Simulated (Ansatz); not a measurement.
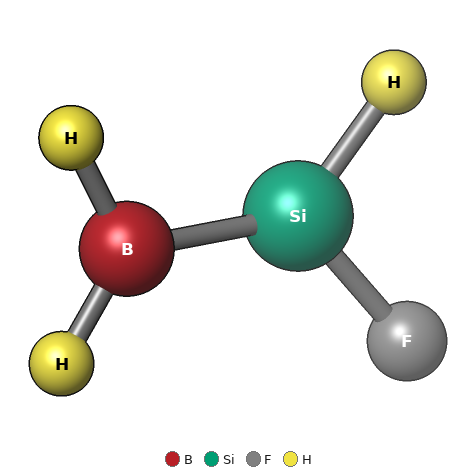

Orthographic view. Atoms fade into the background with distance from the viewer. The species has charge −1 and is a spin singlet. The computed structure is the end point of a PBE0-D4/def2-TZVPD optimisation. No frequency run is at hand to confirm it as a minimum.

Write the InChI string.

Answer. InChI=1S/BFH3Si/c1-3-2/h3H,1H2/q-1
